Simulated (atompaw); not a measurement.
**Pseudopotential generation for Sn: PAW (atompaw), PBE**

Task: generate the file, and judge it by its logarithmic derivatives, its ghosts and its cutoff.

Method: atompaw 4.2.0.5, PBE, scalar-relativistic.

**1. The atom and the settings**

Typed settings, in words:

- element: tin (Sn, Z = 50)
- type: PAW
- frozen core: [Kr]
- valence charge: 14
- reference configuration: 4d10 5s2 5p2
- partial waves: 5s (bound); 5s channel at 1.85 Ry; 5p (bound); 5p channel at 0.65 Ry; 4d (bound); 4d channel at -1.45 Ry
- local potential: ultrasoft scheme with l = 3 at 0 Ry, radius 2.45 bohr
- core correction: smooth core density matched at 1.80 bohr
- augmentation charge: besselshape compensation charge, radius 1.75 bohr; PAW radius 2.45 bohr; waves and projectors: bloechl

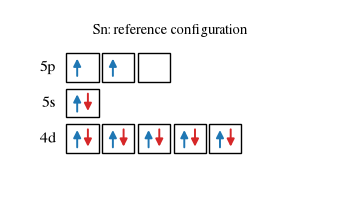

The outer shells as boxes. The arrows follow Hund's rule for the drawing; the calculation itself is spin-unpolarised.

**2. Generating the potential**

Contents of Sn.input:

```
Sn 50
GGA-PBE scalarrelativistic loggrid 1500 logderivrange -4 5 226
5 5 4 0 0 0
5 1 2
0 0 0
c
c
c
c
v
c
c
c
v
c
v
2
2.45 1.75 2.45 1.80
y
1.85
n
y
0.65
n
y
-1.45
n
bloechl besselshape
3 0 ultrasoft
PWSCFOUT
UPFDX 0.0125d0 UPFXMIN -7.d0 UPFZMESH 50.d0
END
```

On the command line:

```sh
$ atompaw < Sn.input > Sn.log
```

Q: Predict the outcome of this session. Wanted: cutoffs for 10 and 1 mRy, occupied levels; bound ghosts; largest phase difference near zero energy, channels read; lowest eigenvalue of the overlap; share of valence orbitals outside the PAW sphere; UPF file.

As calculated:

```
                                                quantity                     value
               cutoffs for 10 and 1 mRy, occupied levels           40 Ry and 50 Ry
                                            bound ghosts                none found
largest phase difference near zero energy, channels read                 0.009 rad
         lowest eigenvalue of the overlap (Bessel basis)                 0.001 (p)
        share of valence orbitals outside the PAW sphere  5s 41 %, 5p 70 %, 4d 1 %
                                                UPF file                   written
```

The overlap operator is nearly singular (0.001). The potential is of middling hardness: the looser tolerance needs 40 Ry. The slowest occupied level is 4d: taken alone it needs 40 Ry to come within 1 mRy, against 10 Ry for 5s. No bound ghost shows below the valence levels. Near zero energy the phases of the channels with partial waves agree within 0.009 rad.
